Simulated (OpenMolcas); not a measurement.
# AlNH2Cl (SMILES [NH2][Al][Cl]) at 6 levels

We compute a comparison of 6 runs (UB3LYP/6-31G*, U-r2SCAN/aug-cc-pVDZ, U-revPBE/aug-cc-pVDZ, UM06-L/aug-cc-pVDZ, UPBE0/aug-cc-pVDZ, UTPSS/aug-cc-pVDZ) of AlNH2Cl. 

The calculation is run with OpenMolcas 26.06.

## 1. The system as given

AlNH2Cl: 5 atoms, total charge 0, spin state doublet. As SMILES, `[NH2][Al][Cl]`. The shape is that of a PBE0-D4/def2-TZVP optimisation. This is one conformer, not always the lowest.

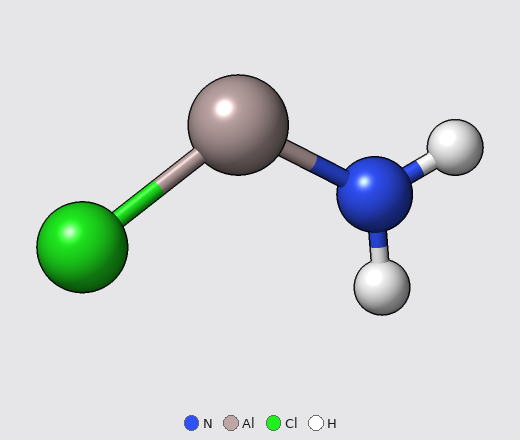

Viewed from a chosen angle; nitrogen blue, aluminium light grey, chlorine green, hydrogen white.

## 2. Energy and gradient at UB3LYP/6-31G(d) (spherical functions) (run 1)

mol.xyz

```xyz
5

N     -0.549400     0.461700    -0.232000
Al     0.402600    -0.291600     1.049100
Cl     1.907000    -1.649700     0.440800
H     -1.293600     1.123300    -0.083500
H     -0.416600     0.282700    -1.215900
```

mol.input

```
&GATEWAY
BasLib=$CurrDir
Coord=mol.xyz
Basis=6-31Gs
Group=NoSym
&SEWARD
GridInput
Grid=UltraFine
End of Grid
&SCF
UHF
Spin=2
KSDFT=B3LYP
Thresholds=1e-10 1e-07 1e-07 1e-05
PrOrbitals=1 1
&ALASKA
```

The basis set 6-31G* is read from a file made from the Basis Set Exchange's data (not shown).

Launch:

```bash
$ export MOLCAS_MEM=1860
$ pymolcas mol.input > mol.log
```

What it wrote:

```text
--- Start Module: gateway ---
[...]
--- Stop Module: gateway /rc=_RC_ALL_IS_WELL_ ---
[...]
      Basis functions           54
[...]
--- Start Module: scf ---
[...]
       Convergence after  14 Iterations
[...]
::    Total KS-DFT energy                            -758.6411145073
[...]
      Total spin, S                                     0.5007875875
[...]
      Total electronic charge=   39.000000
      Total            charge=   -0.000000
[...]
      Dipole Moment (debye):
      Origin of the operator (angstrom)=    0.8738   -0.7397    0.5023
                   X= -2.0656E+00               Y=  1.7965E+00               Z= -2.2933E-01           Total=  2.7471E+00
      Quadrupole Moment (debye*angstrom):
[...]
--- Stop Module: scf /rc=_RC_ALL_IS_WELL_ ---
[...]
--- Start Module: alaska ---
[...]
 *              Molecular gradients               *
 **************************************************
  Irreducible representation: a
 ------------------------------------------------------------------------------------------
                              X                       Y                       Z
 ------------------------------------------------------------------------------------------
  N1                1.36000371076594E-03   -1.07002269010348E-03    1.89592358001978E-03
  AL2               6.70043921028096E-04   -1.10817961945564E-03   -8.21524747074065E-03
  CL3              -5.27852289689967E-03    4.75558974756574E-03    2.02456128495232E-03
  H4                3.91017152926665E-03   -3.49073708343406E-03   -9.30623805601660E-04
  H5               -6.61696264152328E-04    9.13349645398631E-04    5.22538641137960E-03
 ------------------------------------------------------------------------------------------
--- Stop Module: alaska /rc=_RC_ALL_IS_WELL_ ---
[...]
```

Wall time 11 s (1 thread of Intel Xeon 6975P-C (Granite Rapids), shared host); peak memory 0.39 GiB.

## 3. A single-point energy at U-r2SCAN/aug-cc-pVDZ (run 2)

mol.input

```
* AlClH2N Kohn-Sham DFT

&gateway
  baslib
  $CurrDir
  coord
  5
  angstrom
  N       -0.549400       0.461700      -0.232000
  Al       0.402600      -0.291600       1.049100
  Cl       1.907000      -1.649700       0.440800
  H       -1.293600       1.123300      -0.083500
  H       -0.416600       0.282700      -1.215900
  basis
  aug-cc-pVDZ
  group
  NoSym

&seward
  gridinput
  Grid=UltraFine
  End of Grid

&scf
  uhf
  spin
  2
  ksdft
  2
  1.0 MGGA_X_R2SCAN
  1.0 MGGA_C_R2SCAN
  thresholds
  1e-10 1e-07 1e-07 1e-05
  prorbitals
  1 2
```

The basis set aug-cc-pVDZ is read from a file made from the Basis Set Exchange's data (not shown).

Launch:

```bash
$ export MOLCAS_MEM=1860
$ pymolcas mol.input > mol.log
```

What it wrote:

```text
--- Start Module: gateway ---
[...]
--- Stop Module: gateway /rc=_RC_ALL_IS_WELL_ ---
--- Start Module: seward ---
[...]
      Basis functions           95
--- Stop Module: seward /rc=_RC_ALL_IS_WELL_ ---
[...]
--- Start Module: scf ---
[...]
       Convergence after  15 Iterations
[...]
::    Total KS-DFT energy                            -758.5788603834
[...]
      Total spin, S                                     0.5017761164
[...]
      Total electronic charge=   39.000000
      Total            charge=   -0.000000
[...]
      Dipole Moment (debye):
      Origin of the operator (angstrom)=    0.8738   -0.7397    0.5023
                   X= -1.7478E+00               Y=  1.5249E+00               Z= -1.1833E-01           Total=  2.3225E+00
      Quadrupole Moment (debye*angstrom):
[...]
--- Stop Module: scf /rc=_RC_ALL_IS_WELL_ ---
[...]
```

Run time: 39 s. Hardware: 1 thread of Intel Xeon 6975P-C (Granite Rapids), shared host; peak memory 0.53 GiB.

Runs 3 to 5 aren't shown in full; the table further down has their settings and results.

## 4. The energy at UTPSS/aug-cc-pVDZ (run 6)

coord.xyz

```xyz
5

N     -0.549400     0.461700    -0.232000
Al     0.402600    -0.291600     1.049100
Cl     1.907000    -1.649700     0.440800
H     -1.293600     1.123300    -0.083500
H     -0.416600     0.282700    -1.215900
```

mol.input

```
* AlClH2N Kohn-Sham DFT
&GATEWAY
BasLib
$CurrDir
Coord
coord.xyz
Basis
aug-cc-pVDZ
Group
NoSym
&SEWARD
GridInput
Grid=UltraFine
End of Grid
&SCF
UHF
Spin
2
KSDFT
2
1.0 MGGA_X_TPSS
1.0 MGGA_C_TPSS
Thresholds
1e-10 1e-07 1e-07 1e-05
PrOrbitals
1 2
```

The basis set aug-cc-pVDZ is read from a file made from the Basis Set Exchange's data (not shown).

Launch:

```bash
$ export MOLCAS_MEM=1860
$ pymolcas mol.input > mol.log
```

What it wrote:

```text
--- Start Module: gateway ---
[...]
--- Stop Module: gateway /rc=_RC_ALL_IS_WELL_ ---
--- Start Module: seward ---
[...]
      Basis functions           95
--- Stop Module: seward /rc=_RC_ALL_IS_WELL_ ---
[...]
--- Start Module: scf ---
[...]
       Convergence after  17 Iterations
[...]
::    Total KS-DFT energy                            -758.7089189141
[...]
      Total spin, S                                     0.5012103220
[...]
      Total electronic charge=   39.000000
      Total            charge=   -0.000000
[...]
      Dipole Moment (debye):
      Origin of the operator (angstrom)=    0.8738   -0.7397    0.5023
                   X= -1.7124E+00               Y=  1.4906E+00               Z= -1.6821E-01           Total=  2.2765E+00
      Quadrupole Moment (debye*angstrom):
[...]
--- Stop Module: scf /rc=_RC_ALL_IS_WELL_ ---
[...]
```

Run time: 45 s. Hardware: 1 thread of Intel Xeon 6975P-C (Granite Rapids), shared host; peak memory 0.53 GiB.

## 5. The series

```csv
run,level,task,energy (Eh),dipole moment (D),HOMO energy (eV),LUMO energy (eV),wall time
1,UB3LYP/6-31G* (spherical functions),gradient,-758.641115,2.75,-5.83,-2.94,11 s
2,U-r2SCAN/aug-cc-pVDZ,energy,-758.578860,2.32,-5.47,-3.08,39 s
3,U-revPBE/aug-cc-pVDZ,gradient,-758.508317,2.25,-5.18,-3.43,35 s
4,UM06-L/aug-cc-pVDZ,energy,-758.644925,2.37,-5.28,-4.59,42 s
5,UPBE0/aug-cc-pVDZ,gradient,-758.335701,2.32,-6.23,-2.72,30 s
6,UTPSS/aug-cc-pVDZ,energy,-758.708919,2.28,-5.29,-3.87,45 s
```

## 6. Results

```
                                 quantity          value
                      run 6: total energy  -758.70892 Eh
                     run 6: dipole moment         2.28 D
run 6: HOMO energy (highest over α and β)       -5.29 eV
 run 6: LUMO energy (lowest over α and β)       -3.87 eV
                              run 6: ⟨S²⟩          0.752
```

What this shows: The dipole moment (its size) runs from 2.25 D (U-revPBE/aug-cc-pVDZ) to 2.75 D (UB3LYP/6-31G*). The two ends differ in method and basis. Totals of different functionals can't be ranked against each other. All runs together took 3.4 min, the longest 45 s.
